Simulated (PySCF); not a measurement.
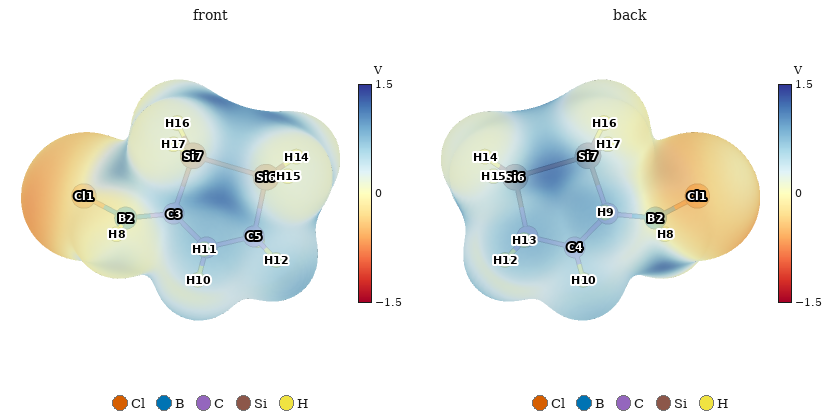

The picture shows: C$_{3}$H$_{10}$BClSi$_{2}$. The electrostatic potential painted on the density surface at 0.002 e/bohr³, seen from the front and from behind; red is negative and blue positive.

Geometry: GFN2-xTB.

Computed with PBE0/pcSseg-1, SCF density, gas phase, non-relativistic (PySCF).

Input

```
{"job": {"kind": "nmr", "xc": "PBE0", "basis": "pcSseg-1"}, "charge": 0, "multiplicity": 1}
Cl     3.336469    -0.284976     1.725526
B      2.359625    -0.351565     0.321457
C      0.821771    -0.413375     0.454266
C      0.045307    -0.999780    -0.730451
C     -1.469318    -0.846267    -0.564204
Si    -1.865302     0.987857    -0.185473
Si     0.230874     1.430862     0.694085
H      2.903706    -0.276729    -0.717400
H      0.500637    -0.924709     1.367504
H      0.296007    -2.059813    -0.836668
H      0.363587    -0.503600    -1.651536
H     -1.974891    -1.214086    -1.456912
H     -1.801895    -1.477900     0.262134
H     -3.026531     1.096781     0.704855
H     -2.214182     1.695798    -1.424330
H      0.409122     1.799341     2.102025
H      1.078016     2.354192    -0.074787
```

Run with:

```sh
OMP_NUM_THREADS=1 python probes_run.py task.json out
```

Q: Which sites attract a positive test charge, and which a negative one?

A: A positive charge is drawn to the negative regions and a negative charge to the positive ones. The most negative region (about −0.6 V) lies over Cl1, the most positive (about +1.2 V) over B2, Si6 and Si7.
